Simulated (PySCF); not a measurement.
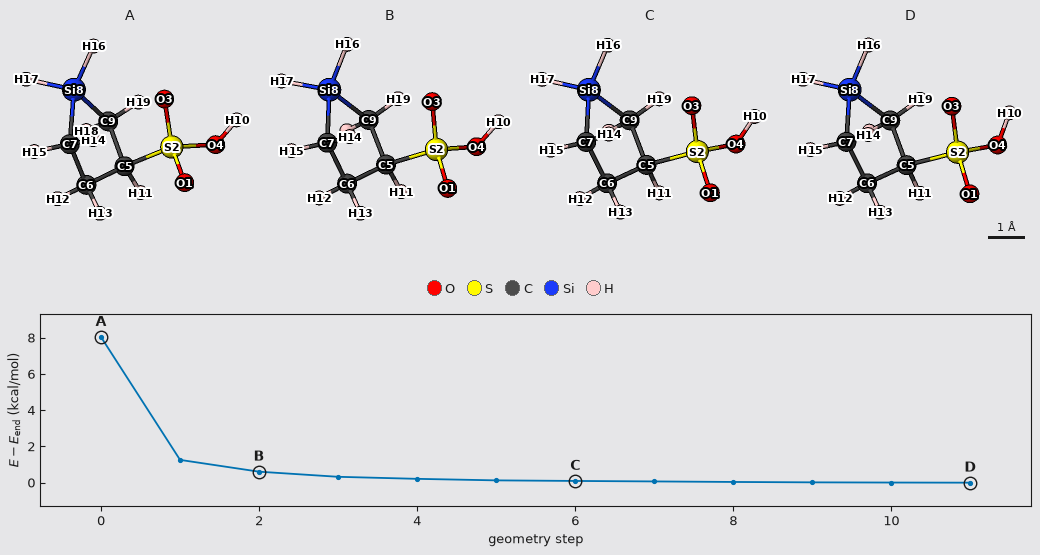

Frames of a relaxation of C4H10O3SSi, marked on the history of the run. A ball-and-stick model, seen from a free direction.

The start comes from GFN2-xTB. Its atoms were then displaced at random by about 0.01 Å.

All numbers below come from PBE0-D3(BJ)/def2-SVP geometry optimisation, gas phase (PySCF). 

> What happens along the run?

O1 moves most after the best rigid fit: 0.41 Å. Largest moves by element: O 0.41 Å, H 0.34 Å, S 0.22 Å, Si 0.13 Å, C 0.12 Å. Near-neighbour distances that change, for instance: O3–Si8 2.717 → 3.139 Å, S2–Si8 3.231 → 3.558 Å, S2–O4 1.661 → 1.630 Å, C5–H11 1.071 → 1.102 Å. Among the angles between lasting bonds that change: S2–C5–C9 104.0° → 109.9°, Si8–C9–H18 112.7° → 109.2°, O1–S2–C5 112.5° → 109.0°. Groups turn about S2–O4 by about 30°. The energy falls by 8.04 kcal/mol in 11 geometry steps. From step 0 to 2: O3 moves most (0.25 Å), energy −7.43 kcal/mol. From step 2 to 6: O and H atoms move most (0.19 Å), energy −0.51 kcal/mol. From step 6 to 11: H10 moves most (0.21 Å), energy −0.10 kcal/mol.

| step | E − E(0), kcal/mol |
| --- | --- |
| 0 | 0.00 |
| 1 | -6.78 |
| 2 | -7.43 |
| 3 | -7.72 |
| 4 | -7.83 |
| 5 | -7.91 |
| 6 | -7.94 |
| 7 | -7.97 |
| 8 | -8.00 |
| 9 | -8.02 |
| 10 | -8.03 |
| 11 | -8.04 |
